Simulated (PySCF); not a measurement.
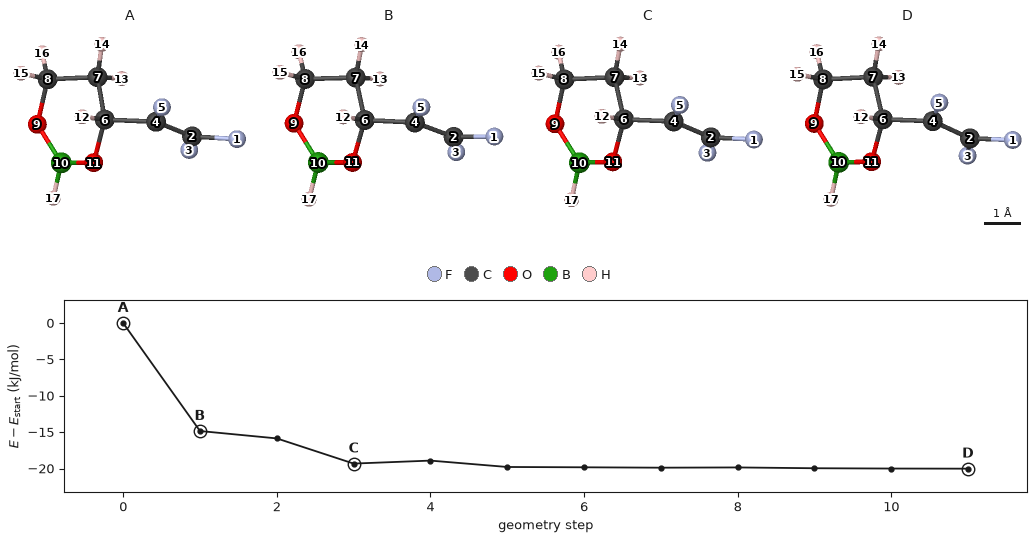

Frames of a relaxation of C$_{5}$H$_{6}$BF$_{3}$O$_{2}$, marked on the history of the run. A ball-and-stick model, seen at a tilt.

The start comes from GFN2-xTB. Its atoms were then displaced at random by about 0.01 Å.

All numbers below come from PySCF 2.14.0, density-fitted response routines, PBE0-D3(BJ)/def2-SVP geometry optimisation, gas phase. 

Q: Describe the path.

A: After 11 geometry steps the energy has fallen by 20.0 kJ/mol. The largest move after the best rigid fit is that of F3, 0.18 Å. By element the largest moves are F 0.18 Å, H 0.10 Å, C 0.06 Å, O 0.05 Å, B 0.04 Å. Among the contacts that change: B10–H17 1.147 → 1.204 Å, C4–C6 1.545 → 1.498 Å, F1–C2 1.352 → 1.307 Å, C2–F3 1.331 → 1.308 Å. Bond angles that change, for instance: H13–C7–H14 110.3° → 107.6°, C2–C4–F5 121.4° → 118.8°, C8–C7–H13 107.3° → 109.9°. From step 0 to 1: F3 moves most (0.24 Å), energy −14.8 kJ/mol. From step 1 to 3: F3 moves most (0.22 Å), energy −4.48 kJ/mol. From step 3 to 11: F3 moves most (0.09 Å), energy −0.70 kJ/mol.

```csv
step,"E − E(0), kJ/mol"
0,0.00
1,-14.85
2,-15.86
3,-19.32
4,-18.91
5,-19.79
6,-19.83
7,-19.89
8,-19.85
9,-19.96
10,-20.00
11,-20.02
```
